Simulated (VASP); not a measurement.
# Absorption of TiO2 (Rutile) from time-dependent hybrids, part 4 of 4

Which functionals bind an exciton in TiO2 (Rutile)? The cell is of the rutile type, one of the forms listed for this formula. The start is a cell from a database of measured crystal structures.

VASP 6.6.1, plane waves and PAW; the level of theory is named at each step.

Still holding for the runs below: This run has no spin polarisation, although Ti can carry a moment.

So far, lowest excitation (eV): step 4 (casida equation on LDA, time-dependent LDA, Casida form) 1.78; step 5 (random-phase approximation on LDA, RPA spectrum on LDA) 1.78; step 9 (casida equation on HSE06, time-dependent HSE06, Casida form) 3.32.

## 10. Random-phase approximation on HSE06

This step: RPA spectrum on HSE06, no spin polarisation; plane waves and PAW (Ti_sv, O) (VASP 6.6.1).

With the exchange-correlation kernel off, only the local fields remain: the random-phase approximation.

The input, INCAR:

```
SYSTEM = TiO2
PREC = Accurate
ENCUT = 420
ISMEAR = 0
SIGMA = 0.01
LREAL = .FALSE.
LHFCALC = .TRUE.
AEXX = 0.25
GGA = PE
HFSCREEN = 0.2
LASPH = .TRUE.
NBANDS = 40
PRECFOCK = Fast
ALGO = TDHF
NBANDSO = 4
NBANDSV = 5
OMEGAMAX = 25
NEDOS = 1000
CSHIFT = 0.1
LWAVE = .FALSE.
LCHARG = .FALSE.
ANTIRES = 0
LFXC = .FALSE.
LADDER = .FALSE.
```

The input, POSCAR:

```
TiO2
1.0
    4.5922000000      0.0000000000      0.0000000000
    0.0000000000      4.5922000000      0.0000000000
    0.0000000000      0.0000000000      2.9574000000
Ti O
2 4
Direct
    0.5000000000      0.5000000000      0.5000000000
    0.0000000000      0.0000000000      0.0000000000
    0.8049600000      0.1950400000      0.5000000000
    0.6950400000      0.6950400000      0.0000000000
    0.1950400000      0.8049600000      0.5000000000
    0.3049600000      0.3049600000      0.0000000000
```

The input, KPOINTS:

```
Automatic mesh
0
Gamma
4 4 6
0 0 0
```

Potentials, in the order of the species: Ti_sv and O (PBE family, release 64).

On the command line:

```console
$ mpirun -np 8 vasp_std
```

Log:

```text
[banner, memory and clock lines left out]
 LDA part: xc-table for (Slater+PW92), standard interpolation
 found WAVECAR, reading the header
 POSCAR, INCAR and KPOINTS ok, starting setup
 FFT: planning ... GRIDC
 FFT: planning ... GRID_SOFT
 FFT: planning ... GRID
 reading WAVECAR
 the WAVECAR file was read successfully
 initial charge from wavefunction
 available memory per node:     33.56 GB, setting MAXMEM to     34362

 Doing            0  frequencies on each core in blocks of            0
 parallelization over k-points
 Using distributed matrix
 Using distributed eigensolver
 allocating two-electron 4 orbital integral table    4    5    4    5
 BSE setting up matrix
 available memory per node:     33.54 GB, setting MAXMEM to     34341
 Calculate matrix elements of the BSE Hamiltonian:
 Workload is divided into blocks of two-electron 4 orbital integrals computed in
  parallel.
 Each block/integral has dimensions  of (   4,   5,   4,   5) orbitals
 Total number of blocks/integrals:                 4656
 Number of spins:                                     1
 Number of kpoints:                                  96
 Spin channel:                                        1
  Number of blocks of unoccupied bands:               1
  Number of blocks of occupied bands:                 1
 Number of rows/columns of blocks:                   96

                                                        Time (sec)
               Integrals                 Ranks       Real         CPU
  [         1 -        768/      4656]     8         0.50        0.00
  [       769 -       1536/      4656]     8         0.99        0.00
  [      1537 -       2304/      4656]     8         1.49        0.00
  [      2305 -       3072/      4656]     8         1.98        0.00
  [      3073 -       3840/      4656]     8         2.47        0.00
  [      3841 -       4608/      4656]     8         2.96        0.00
  [      4609 -       4656/      4656]     8         2.99        0.00

[... 7 parts as in an earlier step ...]
```

The job ended after 6.6 s (8 MPI ranks of Intel Xeon 6975P-C (Granite Rapids), shared host; peak memory 2.2 GiB).

OUTCAR, selected parts (step 10):

```text
   NELECT =      48.0000    total number of electrons

 E-fermi :   5.5883

[... 9 parts as in an earlier step ...]

[... 1 further part left out ...]
```

This step gave:

```
lowest excitation : 3.391 eV
```

The imaginary dielectric function has structure finer than the step of the table below, so its rows give means over 2 eV, whole bins alone (the curve runs from 0 to 25 eV). Peaks (eV: height): xx 4.6: 5.71, 5.4: 7.20; yy 4.6: 5.71, 5.4: 7.20; zz 4.5: 8.53, 5.5: 12.2.

From 4 filled and 5 empty bands alone, without any pair above OMEGAMAX = 25 eV, so strength is missing wherever others contribute; lines are broadened by CSHIFT, which also makes the tail under the first line. The imaginary dielectric function by photon energy; means over each step:

```
photon energy (eV)       xx       yy       zz
                 2   0.0402   0.0401   0.0514
                 4     2.07     2.07     2.68
                 6     4.50     4.47     5.59
                 8    0.397    0.401    0.298
                10   0.0255   0.0254   0.0279
                12   0.0102   0.0101   0.0118
                14  0.00539  0.00536  0.00632
                16  0.00326  0.00324  0.00385
                18  0.00214  0.00214  0.00255
                20  0.00150  0.00149  0.00178
                22  0.00109  0.00108  0.00130
                24   8.2e-4   8.1e-4   9.8e-4
```

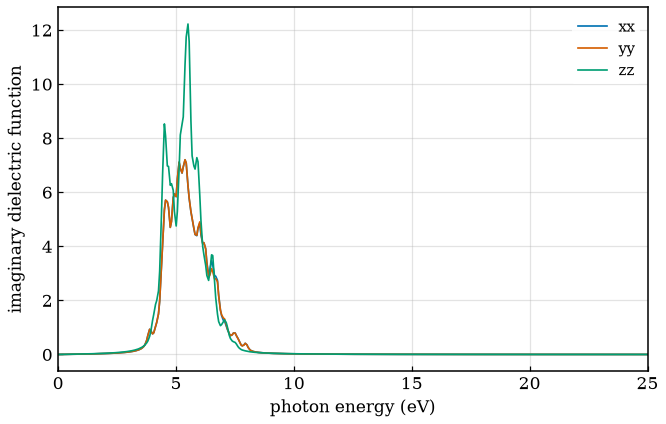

Imaginary dielectric function, plotted against photon energy.

The lowest excitation lies at 3.391 eV, +0 meV against the direct gap of these orbitals. It is dark; the first state with over 2 % of the strongest strength among the lowest 40 lies at 3.825 eV. Peak heights aren't converged with the mesh, least of all at the onset.

## 11. Summary

This step: time-dependent LDA, HSE06; plane waves and PAW (VASP 6.6.1).

Derived from the runs above.

Cost is wall time times ranks on a shared host, for this step alone, without the steps before it. Excitations by level:

```
                   level  first excitation (eV)  cost (core minutes)
  Casida equation on LDA                  1.781                 0.53
    random phases on LDA                  1.782                 0.64
Casida equation on HSE06                  3.316                  0.8
  random phases on HSE06                  3.391                 0.88
```

## 12. Summary of results

| Item | Value |
| --- | --- |
| Casida equation on LDA | lowest vertical excitation 1.781 eV; direct gap 1.781 eV |
| RPA on LDA | lowest vertical excitation 1.782 eV; direct gap 1.781 eV |
| Casida equation on HSE06 | lowest vertical excitation 3.316 eV; direct gap 3.391 eV |
| RPA on HSE06 | lowest vertical excitation 3.391 eV; direct gap 3.391 eV |

Time-dependent HSE06 puts the lowest vertical singlet excitation at 3.316 eV, 0.07 eV below the direct gap of 3.391 eV; the states within 10 meV of it carry 0 % of the strength of the strongest such group among the lowest 40 states. The exchange-correlation kernel and the attraction move the centre of weight of eps2 xx over the computed range by -0.52 eV against the run in the random-phase approximation on HSE06, a shift that holds the same mesh error. The LDA kernel binds nothing: its lowest excitation, 1.781 eV, sits at the direct gap of 1.781 eV. The binding energy was not obtained: in a well-screened crystal the exciton spreads over many cells, and on this mesh its distance from the gap is set by the mesh and is far too large. On such a mesh the heights of single peaks aren't converged either. For the hybrids, on a mesh this coarse most of the distance from the gap can come from the q = 0 term of the exact exchange, which falls with the number of k points, so it doesn't show which functional binds an exciton. These are vertical excitations; an indirect gap can lie lower. Direct gaps by functional: 1.781 eV at LDA and 3.391 eV at HSE06. Exact exchange widens them. Only the bands set by NBANDSO and NBANDSV form pairs, and any pair above OMEGAMAX = 25 eV is dropped, so the spectrum is that of this window; the window can cut degenerate bands, and the ratio of directions in the curves is that of the window, not of the crystal. The given cell is kept, although it stands at -11.3 GPa at LDA and ENCUT = 420 eV, which holds the mismatch of the given cell with this functional and any basis-set error. Not tabulated here, as repeats of values shown or as unfit to read for their mesh, reference level or band range: eps2 curves (empty bands); eps1 curves and static values (Casida equation, empty bands, random phases); gaps (empty bands); line lists of runs without attraction (Casida equation, random phases); exciton binding energies (Casida equation).

[Lines on the potential files, build, host, timing and source positions are cut from VASP's logs without a mark.]

[Logs are printed without paths, hosts, clocks, repeated set-up lines and the standing remarks that a program may print on its own settings, such as how far it seeks lower states.]

[Hosts, paths, dates, database ids (printed as entryN), source tags and the programs' standing remarks are cut or masked in the printed files.]

[Pressures printed for these runs are not shown converged in the cutoff: they can be off by several GPa and have the wrong sign.]
